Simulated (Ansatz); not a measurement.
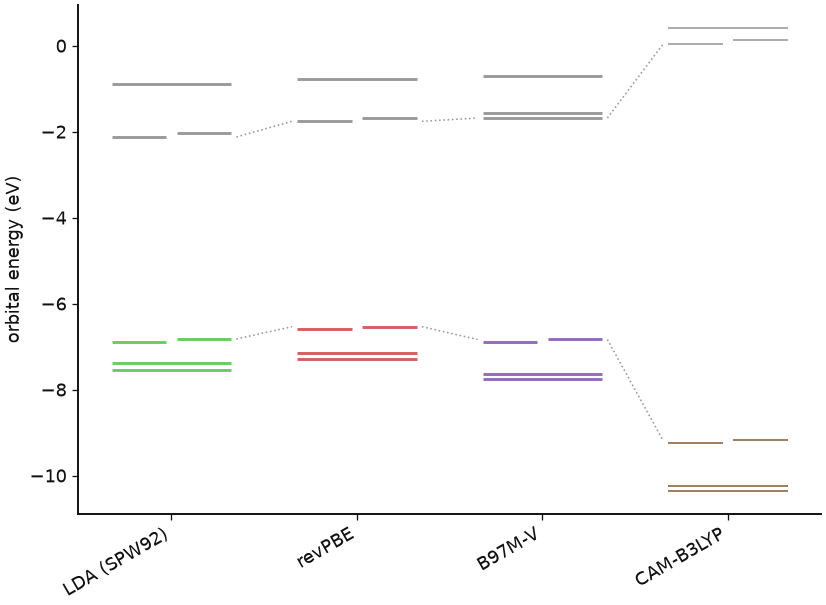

Frontier orbital energies of C₃H₅FO₂Zr, SMILES C#[C][Zr@@]([OH])([F])[O]C, singlet at one geometry, def2-TZVPP, the Ansatz code 0.2.0, at a PBE0-D4/def2-TZVP geometry (a minimum by its frequencies). Empty levels are grey, levels within 0.1 eV stand side by side; all columns show the same few orbitals around the gap. Dotted lines join the HOMOs and the LUMOs.

> How do the frontier levels move from column to column?

The separation grows from 4.70 eV (LDA (SPW92)) to 9.22 eV (CAM-B3LYP).

| level | HOMO (eV) | LUMO (eV) | separation (eV) |
| --- | --- | --- | --- |
| LDA (SPW92) | −6.82 | −2.12 | 4.70 |
| revPBE | −6.54 | −1.76 | 4.78 |
| B97M-V | −6.83 | −1.68 | 5.15 |
| CAM-B3LYP | −9.18 | 0.04 | 9.22 |

Limits of at least one run: core potentials past krypton; empty levels above zero depend strongly on the basis; one conformer of a flexible molecule.
